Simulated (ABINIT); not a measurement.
# Quasiparticle gap of CsGeCl3 (R3m) in ABINIT, part 2 of 3

Wanted: ground state, empty states, screening and self-energy for CsGeCl3 (R3m).

ABINIT 10.8.3; LDA and many-body steps on it, plane waves. Known limits of the many-body steps: not at the basis limit; no spin-orbit coupling; coarse k mesh.

So far. Step 2 (Ground state): The gap is direct, at (0.500, 0.500, 0.500).

### 3. Bands along the symmetry lines

Level of this step: DFT, LDA, plane waves, norm-conserving pseudopotentials (ABINIT).

The cheap functional maps the bands first; the places of the edges decide which points the dearer methods must see.

Input file run.abi:

```
acell 3*1.0 Angstrom
rprim 
  3.846816390705 2.220960478697 3.178300533600
  -3.846816390705 2.220960478697 3.178300533600
  -0.000000000000 -4.441920957394 3.178300533600
ntypat 3
znucl 55 32 17
natom 5
typat 1 2 3 3 3
xred 
  0.998403350000 0.998403350000 0.998403350000
  0.515533150000 0.515533150000 0.515533150000
  0.496712670000 0.496712670000 0.948638170000
  0.496712670000 0.948638170000 0.496712670000
  0.948638170000 0.496712670000 0.496712670000
pp_dirpath "pseudos"
pseudos "Cs.upf, Ge.upf, Cl.upf"
ecut 56
iscf -2
irdden 1
kptopt 0
nkpt 31
kpt 
  0.00000000 0.00000000 0.00000000
  0.12500000 0.12500000 0.12500000
  0.25000000 0.25000000 0.25000000
  0.37500000 0.37500000 0.37500000
  0.50000000 0.50000000 0.50000000
  0.50194906 0.49805094 0.50000000
  0.50389812 0.49610188 0.50000000
  0.50584718 0.49415282 0.50000000
  0.50779624 0.49220376 0.50000000
  0.50000000 -0.49220376 0.49220376
  0.50000000 -0.36915282 0.36915282
  0.50000000 -0.24610188 0.24610188
  0.50000000 -0.12305094 0.12305094
  0.50000000 0.00000000 0.00000000
  0.37500000 0.00000000 0.00000000
  0.25000000 0.00000000 0.00000000
  0.12500000 0.00000000 0.00000000
  0.00000000 0.00000000 0.00000000
  0.12402547 -0.12402547 0.00000000
  0.24805094 -0.24805094 0.00000000
  0.37207641 -0.37207641 0.00000000
  0.49610188 -0.49610188 -0.00000000
  0.50389812 0.00000000 0.49610188
  0.50292359 0.00000000 0.49707641
  0.50194906 0.00000000 0.49805094
  0.50097453 0.00000000 0.49902547
  0.50000000 0.00000000 0.50000000
  0.37500000 0.00000000 0.37500000
  0.25000000 0.00000000 0.25000000
  0.12500000 0.00000000 0.12500000
  0.00000000 0.00000000 0.00000000
istwfk *1
nband 33
nbdbuf 2
tolwfr 1e-08
nstep 40
prtwf 0
prtvol 0
indata_prefix "in"
outdata_prefix "out"
tmpdata_prefix "tmp"
```

Launch:

```console
OMP_NUM_THREADS=1 mpirun -n 4 abinit run.abi > log
```

Numbers of over 12 decimals in the logs are rounded to 6 here.

The program printed:

```text
.Version 10.8.3 of ABINIT. v10.8.2 released Aug 2026.

 Symmetries : space group R3 m (#160); Bravais hR (rhombohedral)
[... echo of the input left out ...]
== DATASET  1 ==================================================================
-   mpi_nproc: 4, omp_nthreads: 1 (-1 if OMP is not activated)

--- !DatasetInfo
iteration_state: {dtset: 1, }
dimensions: {natom: 5, nkpt: 31, mband: 33, nsppol: 1, nspinor: 1, nspden: 1, mpw: 22076, }
cutoff_energies: {ecut:  56.0, pawecutdg:  -1.0, }
electrons: {nelect:   5.20000000E+01, charge:   0.00000000E+00, occopt:   1.00000000E+00, tsmear:   1.00000000E-02, }

 Real(R)+Recip(G) space primitive vectors, cartesian coordinates (Bohr,Bohr^-1):
 R(1)=  7.2694294  4.1970070  6.0061176  G(1)=  0.0687812  0.0397108  0.0554990
 R(2)= -7.2694294  4.1970070  6.0061176  G(2)= -0.0687812  0.0397108  0.0554990
 R(3)=  0.0000000 -8.3940141  6.0061176  G(3)=  0.0000000 -0.0794217  0.0554990
 Unit cell volume ucvol=  1.0994743E+03 bohr^3
 Angles (23,13,12)=  8.95462282E+01  8.95462282E+01  8.95462282E+01 degrees

 getcut: wavevector=  0.0000  0.0000  0.0000  ngfft=  72  72  72
         ecut(hartree)=     56.000   => boxcut(ratio)=   2.07090

--- Pseudopotential description ------------------------------------------------
- Cs Generated using ONCVPSP code by D. R. Hamann
- 55.00000   9.00000  201201                  znucl, zion, pspdat
12 -1012 3 -1 2328                            pspcod,pspxc,lmax,lloc,mmax
     nproj     2     2     2     2
  pspatm : epsatm=   21.68725381
         --- l  ekb(1:nproj) -->
             0    6.247599    0.778427
             1    6.343167    0.797067
             2    3.778962    0.917083
[...]
pspatm: atomic psp has been read  and splines computed

- Ge Generated using ONCVPSP code by D. R. Hamann
- 32.00000  22.00000  201201                  znucl, zion, pspdat
12 -1012 2 -1 1524                            pspcod,pspxc,lmax,lloc,mmax
     nproj     2     2     2     0
  pspatm : epsatm=   22.63792625
         --- l  ekb(1:nproj) -->
[...]
pspatm: atomic psp has been read  and splines computed

- Cl Generated using ONCVPSP code by D. R. Hamann
- 17.00000   7.00000  180309                  znucl, zion, pspdat
12 -1012 2 -1 1016                            pspcod,pspxc,lmax,lloc,mmax
     nproj     2     2     2     0
  pspatm : epsatm=    8.88507506
         --- l  ekb(1:nproj) -->
[...]
pspatm: atomic psp has been read  and splines computed

--------------------------------------------------------------------------------

================================================================================
 prteigrs : about to open file out_EIG
 Non-SCF case, kpt    1 (  0.00000  0.00000  0.00000), residuals and eigenvalues=
  8.59E-09  3.11E-09  8.74E-09  8.35E-09  4.03E-09  6.47E-09  2.74E-09  7.32E-09
[...]
Non-SCF case, kpt   30 (  0.12500  0.00000  0.12500), residuals and eigenvalues=
[...]
Non-SCF case, kpt   31 (  0.00000  0.00000  0.00000), residuals and eigenvalues=
[...]
-1.1039E-01 -7.8766E-02 -2.9796E-02 -2.9796E-02 -2.3156E-02 -1.9345E-02
 -1.9345E-02 -1.2493E-02  1.9037E-01  2.2266E-01  2.2266E-01  2.4897E-01
[...]
--- !ResultsGS
iteration_state: {dtset: 1, }
comment   : Summary of ground state results
lattice_vectors:
- [  7.2694294,   4.1970070,   6.0061176, ]
- [ -7.2694294,   4.1970070,   6.0061176, ]
- [ -0.0000000,  -8.3940141,   6.0061176, ]
lattice_lengths: [  10.32148,   10.32148,   10.32148, ]
lattice_angles: [ 89.546,  89.546,  89.546, ] # degrees, (23, 13, 12)
lattice_volume:   1.0994743E+03
convergence: {deltae:  0.000E+00, res2:  0.000E+00, residm:  9.989E-09, diffor:  0.000E+00, }
etotal    :  -3.52333573E+02
entropy   :   0.00000000E+00
fermie    :   7.19807518E-02
cartesian_stress_tensor: null
pressure_GPa: null
xred      :
- [  9.9840E-01,   9.9840E-01,   9.9840E-01, Cs]
- [  5.1553E-01,   5.1553E-01,   5.1553E-01, Ge]
- [  4.9671E-01,   4.9671E-01,   9.4864E-01, Cl]
- [  4.9671E-01,   9.4864E-01,   4.9671E-01, Cl]
- [  9.4864E-01,   4.9671E-01,   4.9671E-01, Cl]
cartesian_forces: null
force_length_stats: {min: null, max: null, mean: null, }

 Integrated electronic density in atomic spheres:
 ------------------------------------------------
 Atom  Sphere_radius  Integrated_density
[...]
================================================================================

 ----iterations are completed or convergence reached----

 Mean square residual over all n,k,spin=   66.599E-10; max=  99.894E-10
 reduced coordinates (array xred) for    5 atoms
[...]
0.496712670000      0.948638170000      0.496712670000
       0.948638170000      0.496712670000      0.496712670000

 cartesian coordinates (angstrom) at end:
    1      0.000000     0.000000     9.519678
    2     -0.000000     0.000000     4.915558
    3     -0.000000    -2.007417     6.172461
    4     -1.738474     1.003709     6.172461
    5      1.738474     1.003709     6.172461
 length scales=  1.889726125908  1.889726125908  1.889726125908 bohr
              =  1.000000000000  1.000000000000  1.000000000000 angstroms
 prteigrs : about to open file out_EIG
 Eigenvalues (hartree) for nkpt=  31  k points:
 kpt#   1, nband= 33, wtk=  1.00000, kpt=  0.0000  0.0000  0.0000 (reduced coord)
[...]
kpt#   2, nband= 33, wtk=  1.00000, kpt=  0.1250  0.1250  0.1250 (reduced coord)
[...]
kpt#   3, nband= 33, wtk=  1.00000, kpt=  0.2500  0.2500  0.2500 (reduced coord)
[...]
kpt#  30, nband= 33, wtk=  1.00000, kpt=  0.1250  0.0000  0.1250 (reduced coord)
[...]
0.27141
 kpt#  31, nband= 33, wtk=  1.00000, kpt=  0.0000  0.0000  0.0000 (reduced coord)
[...]
-0.19166   -0.11039   -0.11039   -0.07877   -0.02980   -0.02980   -0.02316   -0.01935
  -0.01935   -0.01249    0.19037    0.22266    0.22266    0.24897    0.25604    0.25604
   0.28654

== END DATASET(S) ==============================================================
================================================================================

 -outvars: echo values of variables after computation  --------
            nband          33
             nkpt          31
          spgroup         160
 [... the other variables as echoed above ...]

 Calculation completed.
```

Elapsed: 1.9 min, on 4 MPI ranks of AMD EPYC 9R45, shared host; peak memory 0.81 GiB; 7.5 min of CPU time.

This step gave:

| Item | Value |
| --- | --- |
| gap | 1.975 eV |
| k of the valence top | 0.5, 0.5, 0.5 |
| k of the conduction bottom | 0.5078, 0.4922, 0.5 |
| least direct gap | 1.977 eV |

The gap is 1.975 eV, −0.002 eV from the run before at this level.

The electronic bands at the labelled points (eV, zero at the top of the highest filled band):

```csv
point,band 23,band 24,band 25,band 26,band 27,band 28,band 29,band 30
Γ,-2.59,-2.49,-2.49,-2.30,3.22,4.10,4.10,4.82
T,-2.21,-2.21,-2.15,0.00,1.98,1.98,2.00,5.07
H2,-2.21,-2.21,-2.15,0.00,1.98,1.98,2.00,5.07
jump to H0,-2.21,-2.21,-2.15,0.00,1.98,1.98,2.00,5.07
L,-2.73,-2.62,-2.60,-1.57,2.82,4.54,5.03,5.18
Γ,-2.59,-2.49,-2.49,-2.30,3.22,4.10,4.10,4.82
S0,-2.68,-2.66,-2.19,-0.74,2.36,2.46,4.87,5.39
jump to S2,-2.68,-2.66,-2.19,-0.74,2.36,2.46,4.87,5.39
F,-2.68,-2.66,-2.19,-0.74,2.36,2.46,4.87,5.39
Γ,-2.59,-2.49,-2.49,-2.30,3.22,4.10,4.10,4.82
```

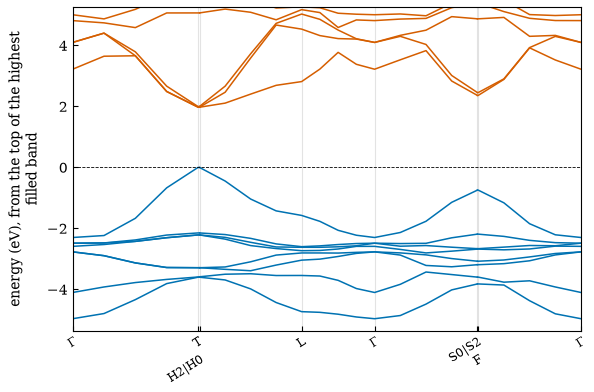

Electronic bands along the path; lines of filled and empty bands in two colours.

### 4. Empty states on the mesh, 2×2×2 mesh, 188 bands

The sums over transitions need many empty states on a uniform mesh; this step solves for them.

Input file run.abi:

```
acell 3*1.0 Angstrom
rprim 
  3.846816390705 2.220960478697 3.178300533600
  -3.846816390705 2.220960478697 3.178300533600
  -0.000000000000 -4.441920957394 3.178300533600
ntypat 3
znucl 55 32 17
natom 5
typat 1 2 3 3 3
xred 
  0.998403350000 0.998403350000 0.998403350000
  0.515533150000 0.515533150000 0.515533150000
  0.496712670000 0.496712670000 0.948638170000
  0.496712670000 0.948638170000 0.496712670000
  0.948638170000 0.496712670000 0.496712670000
pp_dirpath "pseudos"
pseudos "Cs.upf, Ge.upf, Cl.upf"
ecut 56
ngkpt 2 2 2
nshiftk 1
shiftk 0 0 0
kptopt 1
chksymbreak 0
iscf -2
irdden 1
istwfk *1
nband 188
nbdbuf 16
tolwfr 1e-09
nstep 60
prtvol 0
indata_prefix "in"
outdata_prefix "out"
tmpdata_prefix "tmp"
```

The program printed:

```text
.Version 10.8.3 of ABINIT. v10.8.2 released Aug 2026.

 Symmetries : space group R3 m (#160); Bravais hR (rhombohedral)
[... echo of the input left out ...]
== DATASET  1 ==================================================================
-   mpi_nproc: 4, omp_nthreads: 1 (-1 if OMP is not activated)

--- !DatasetInfo
iteration_state: {dtset: 1, }
dimensions: {natom: 5, nkpt: 4, mband: 188, nsppol: 1, nspinor: 1, nspden: 1, mpw: 22041, }
cutoff_energies: {ecut:  56.0, pawecutdg:  -1.0, }
electrons: {nelect:   5.20000000E+01, charge:   0.00000000E+00, occopt:   1.00000000E+00, tsmear:   1.00000000E-02, }

 Real(R)+Recip(G) space primitive vectors, cartesian coordinates (Bohr,Bohr^-1):
 R(1)=  7.2694294  4.1970070  6.0061176  G(1)=  0.0687812  0.0397108  0.0554990
 R(2)= -7.2694294  4.1970070  6.0061176  G(2)= -0.0687812  0.0397108  0.0554990
 R(3)=  0.0000000 -8.3940141  6.0061176  G(3)=  0.0000000 -0.0794217  0.0554990
 Unit cell volume ucvol=  1.0994743E+03 bohr^3
 Angles (23,13,12)=  8.95462282E+01  8.95462282E+01  8.95462282E+01 degrees

 getcut: wavevector=  0.0000  0.0000  0.0000  ngfft=  72  72  72
         ecut(hartree)=     56.000   => boxcut(ratio)=   2.07090

--- Pseudopotential description ------------------------------------------------
- Cs Generated using ONCVPSP code by D. R. Hamann
- 55.00000   9.00000  201201                  znucl, zion, pspdat
12 -1012 3 -1 2328                            pspcod,pspxc,lmax,lloc,mmax
     nproj     2     2     2     2
  pspatm : epsatm=   21.68725381
         --- l  ekb(1:nproj) -->
             0    6.247599    0.778427
             1    6.343167    0.797067
             2    3.778962    0.917083
[...]
pspatm: atomic psp has been read  and splines computed

- Ge Generated using ONCVPSP code by D. R. Hamann
- 32.00000  22.00000  201201                  znucl, zion, pspdat
12 -1012 2 -1 1524                            pspcod,pspxc,lmax,lloc,mmax
     nproj     2     2     2     0
  pspatm : epsatm=   22.63792625
         --- l  ekb(1:nproj) -->
[...]
pspatm: atomic psp has been read  and splines computed

- Cl Generated using ONCVPSP code by D. R. Hamann
- 17.00000   7.00000  180309                  znucl, zion, pspdat
12 -1012 2 -1 1016                            pspcod,pspxc,lmax,lloc,mmax
     nproj     2     2     2     0
  pspatm : epsatm=    8.88507506
         --- l  ekb(1:nproj) -->
[...]
pspatm: atomic psp has been read  and splines computed

--------------------------------------------------------------------------------

================================================================================
 prteigrs : about to open file out_EIG
 Non-SCF case, kpt    1 (  0.00000  0.00000  0.00000), residuals and eigenvalues=
  5.81E-10  7.30E-10  3.38E-10  1.72E-10  1.96E-10  6.59E-10  2.21E-10  3.72E-10
  4.74E-10  7.84E-10  7.20E-10  1.08E-10  5.34E-10  5.13E-10  9.55E-11  2.07E-10
  6.78E-10  7.77E-11  3.14E-10  4.09E-10  1.10E-10  1.29E-10  3.87E-10  1.26E-10
[...]
1.03E-05  7.79E-05  9.11E-05  1.63E-03
 -5.9101E+00 -3.9867E+00 -3.9867E+00 -3.9853E+00 -8.3432E-01 -8.3432E-01
 -8.3291E-01 -8.3291E-01 -8.3209E-01 -7.0671E-01 -4.9768E-01 -4.6637E-01
 -4.6637E-01 -2.2011E-01 -2.1994E-01 -2.1994E-01 -1.9166E-01 -1.1039E-01
[...]
1.8139E+00  1.8247E+00  1.8247E+00  1.8378E+00  1.8530E+00  1.8552E+00
  1.8552E+00  1.8715E+00  1.8816E+00  1.8816E+00  1.9015E+00  1.9017E+00
  1.9142E+00  1.9291E+00
 prteigrs : prtvol=0 or 1, do not print more k-points.

--- !ResultsGS
iteration_state: {dtset: 1, }
comment   : Summary of ground state results
lattice_vectors:
- [  7.2694294,   4.1970070,   6.0061176, ]
- [ -7.2694294,   4.1970070,   6.0061176, ]
- [ -0.0000000,  -8.3940141,   6.0061176, ]
lattice_lengths: [  10.32148,   10.32148,   10.32148, ]
lattice_angles: [ 89.546,  89.546,  89.546, ] # degrees, (23, 13, 12)
lattice_volume:   1.0994743E+03
convergence: {deltae:  0.000E+00, res2:  0.000E+00, residm:  9.979E-10, diffor:  0.000E+00, }
etotal    :  -3.52333573E+02
entropy   :   0.00000000E+00
fermie    :   7.19807518E-02
cartesian_stress_tensor: null
pressure_GPa: null
xred      :
- [  9.9840E-01,   9.9840E-01,   9.9840E-01, Cs]
- [  5.1553E-01,   5.1553E-01,   5.1553E-01, Ge]
- [  4.9671E-01,   4.9671E-01,   9.4864E-01, Cl]
- [  4.9671E-01,   9.4864E-01,   4.9671E-01, Cl]
- [  9.4864E-01,   4.9671E-01,   4.9671E-01, Cl]
cartesian_forces: null
force_length_stats: {min: null, max: null, mean: null, }

 Integrated electronic density in atomic spheres:
 ------------------------------------------------
 Atom  Sphere_radius  Integrated_density
[...]
================================================================================

 ----iterations are completed or convergence reached----

 Mean square residual over all n,k,spin=   46.999E-11; max=  99.785E-11
 reduced coordinates (array xred) for    5 atoms
[...]
0.496712670000      0.948638170000      0.496712670000
       0.948638170000      0.496712670000      0.496712670000

 cartesian coordinates (angstrom) at end:
    1      0.000000     0.000000     9.519678
    2     -0.000000     0.000000     4.915558
    3     -0.000000    -2.007417     6.172461
    4     -1.738474     1.003709     6.172461
    5      1.738474     1.003709     6.172461
 length scales=  1.889726125908  1.889726125908  1.889726125908 bohr
              =  1.000000000000  1.000000000000  1.000000000000 angstroms
 prteigrs : about to open file out_EIG
 Eigenvalues (hartree) for nkpt=   4  k points:
 kpt#   1, nband=188, wtk=  0.12500, kpt=  0.0000  0.0000  0.0000 (reduced coord)
[...]
1.75201    1.75456    1.75456    1.79945    1.79945    1.80733    1.81387    1.82471
   1.82471    1.83782    1.85296    1.85522    1.85522    1.87147    1.88158    1.88159
   1.90151    1.90169    1.91420    1.92910
 prteigrs : prtvol=0 or 1, do not print more k-points.

== END DATASET(S) ==============================================================
================================================================================

 -outvars: echo values of variables after computation  --------
            nband         188
             nkpt           4
          spgroup         160
 [... the other variables as echoed above ...]

 Calculation completed.
```

The job ended after 2.6 min (4 MPI ranks; peak memory 0.76 GiB).

Numbers from this step:

* gap: 1.977 eV
* k of the valence top: 0.5, 0.5, 0.5
* k of the conduction bottom: 0.5, 0.5, 0.5
* least direct gap: 1.977 eV
* k points computed: 4
* lowest point of the top converged band, above the valence top: 46.91 eV

On this mesh the gap is 1.977 eV.

### 5. Screening, 2×2×2 mesh, 172 bands, screening to 119.7 eV

The RPA dielectric matrix is built and inverted for each q.

This step: RPA screening on LDA, plane waves, norm-conserving pseudopotentials.

Changes to run.abi since step 4:

```diff
@@ -23,10 +23,11 @@
 chksymbreak 0
-iscf -2
-irdden 1
 istwfk *1
-nband 188
-nbdbuf 16
-tolwfr 1e-09
-nstep 60
-prtvol 0
+occopt 1
+irdwfk 1
+optdriver 3
+nband 172
+ecuteps 4.4
+inclvkb 2
+awtr 1
+symchi 1
 indata_prefix "in"
```

The program printed:

```text
.Version 10.8.3 of ABINIT. v10.8.2 released Aug 2026.

 Symmetries : space group R3 m (#160); Bravais hR (rhombohedral)
[... echo of the input left out ...]
== DATASET  1 ==================================================================
-   mpi_nproc: 4, omp_nthreads: 1 (-1 if OMP is not activated)

--- !DatasetInfo
iteration_state: {dtset: 1, }
dimensions: {natom: 5, nkpt: 4, mband: 172, nsppol: 1, nspinor: 1, nspden: 1, mpw: 22041, }
cutoff_energies: {ecut:  56.0, pawecutdg:  -1.0, }
electrons: {nelect:   5.20000000E+01, charge:   0.00000000E+00, occopt:   1.00000000E+00, tsmear:   1.00000000E-02, }

 SCREENING: Calculation of the susceptibility and dielectric matrices

 Based on a program developped by R.W. Godby, V. Olevano, G. Onida, and L. Reining.
 Incorporated in ABINIT by V. Olevano, G.-M. Rignanese, and M. Torrent.
.Using double precision arithmetic ; gwpc =  8

[... cell and pseudopotentials left out ...]
--------------------------------------------------------------------------------

 ==== K-mesh for the wavefunctions ====
 Number of points in the irreducible wedge :     4
[... list of points left out ...]
 Together with  6 symmetry operations and time-reversal symmetry
 yields     8 points in the full Brillouin Zone.

 ==== Q-mesh for the screening function ====
 Number of points in the irreducible wedge :     4
[... list of points left out ...]
 Together with  6 symmetry operations and time-reversal symmetry
 yields     8 points in the full Brillouin Zone.

 setmesh: FFT mesh size selected  =    45x   45x   45
          total number of points  =        91125

 vcoul_init : cutoff-mode = AUXILIARY_FUNCTION
 q-points for optical limit:   1
     1)      0.000010    0.000020    0.000030

- screening: taking advantage of time-reversal symmetry
- Maximum band index for partially occupied states nbvw = 26
- Remaining bands to be divided among processors   nbcw = 146
- Number of bands treated by each node ~36

 Number of electrons calculated from density =   52.0000; Expected =   52.0000
 average of density, n =  0.047295
 r_s =    1.7154
 omega_plasma =   20.9780 [eV]

 calculating chi0 at frequencies [eV] :
  1    0.000000E+00    0.000000E+00
  2    0.000000E+00    2.097803E+01

--------------------------------------------------------------------------------
  q-point number  1        q = ( 0.000000, 0.000000, 0.000000) [r.l.u.]
--------------------------------------------------------------------------------
[... chi0 elements left out ...]
 For q-point:  0.000010 0.000020 0.000030
  dielectric constant =   5.9646
  dielectric constant without local fields =   7.2307

  Average fulfillment of the sum rule on Im[epsilon] for q-point    1 :     51.20  [%]
[... wings left out ...]
  q-point number  2        q = ( 0.500000, 0.000000, 0.000000) [r.l.u.]
--------------------------------------------------------------------------------
[... chi0 elements left out ...]
  Average fulfillment of the sum rule on Im[epsilon] for q-point    2 :     55.26  [%]

 [... 2 further q-points ...]
```

The job ended after 54 s (4 MPI ranks; peak memory 2.9 GiB).

This step gave:

| Property | Result |
| --- | --- |
| ε∞ with local fields, on this mesh, along the program's q direction | 5.965 |
| the same without local fields | 7.231 |
| plasma frequency | 20.98 eV |
| plane waves in the screening matrix | 467 |

Local fields lower ε∞ by 18 %. On a Γ-centred mesh this coarse the value itself is usually too large, while a short band sum pulls it down.

(Continued in part 3 of 3.)

[Paths, hosts, dates, memory and timing lines, banners, echoed tables and standing remarks are left out of the program output.]

[Logs are printed without paths, hosts, clocks, repeated set-up lines and the standing remarks that a program may print on its own settings, such as how far it seeks lower states.]

[Runs of the session that timed out or met a known fault of the program may be left out.]

[Hosts, paths, dates, database ids (printed as entryN), source tags and the programs' standing remarks are cut or masked in the printed files.]

[G0W0 gaps are taken among the corrected bands and points alone; a level outside them can change the order at an edge.]

[Where Ansatz stands beside ABINIT at settings called matched, ABINIT's density can come from a denser mesh and the files from another edition; pairs whose starting gaps differed by over 0.03 eV were left out, so agreement reads better than it is.]
